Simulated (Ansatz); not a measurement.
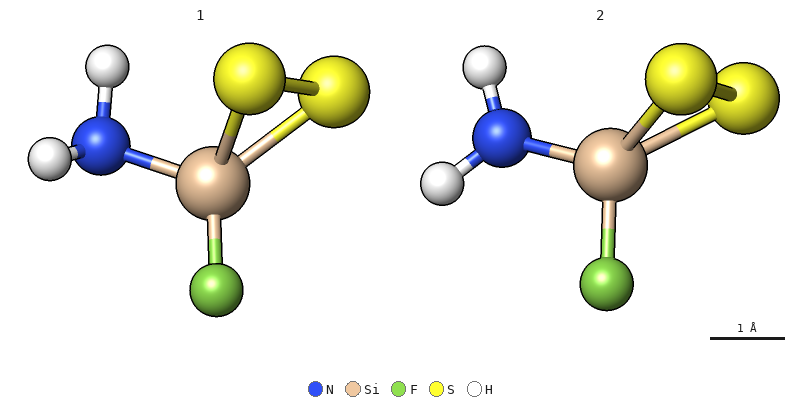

Two geometries of SiNH₂S₂F (coarse preliminary run), drawn at one scale. One is the start of a relaxation, the other its converged end. The picture is a ball-and-stick view, seen at a tilt.

Theory: Ansatz 0.2.0, RKS PBE-D4/def2-SVP. Set-up: force threshold 0.03 eV/Å; at most 200 steps.

Question: Which one is relaxed?

Answer: Structure 2 is the relaxed one. The start comes from a force field. The largest move after the best rigid fit is that of an H atom, 0.58 Å. Largest moves by element: H 0.58 Å, S 0.51 Å, Si 0.43 Å, N 0.17 Å, F 0.16 Å. Among the contacts that change: S–S 1.981 → 2.269 Å, H–N 1.075 → 1.020 Å, F–Si 1.576 → 1.629 Å, S–Si 2.054 → 2.104 Å. Among the angles between lasting bonds that change: N–Si–S 104.2° → 126.2°, Si–N–H 104.1° → 121.6°, Si–N–H 110.5° → 121.3°. After 8 accepted moves (9 points after the start) the energy has fallen by 1.430 eV. Largest force component: 4.8 eV/Å at the start, 0.0073 eV/Å at the end. The line search rejected the trial step at point 6 of the run. The run took 16 s on 2 threads of Arm Neoverse V2 (shared host).
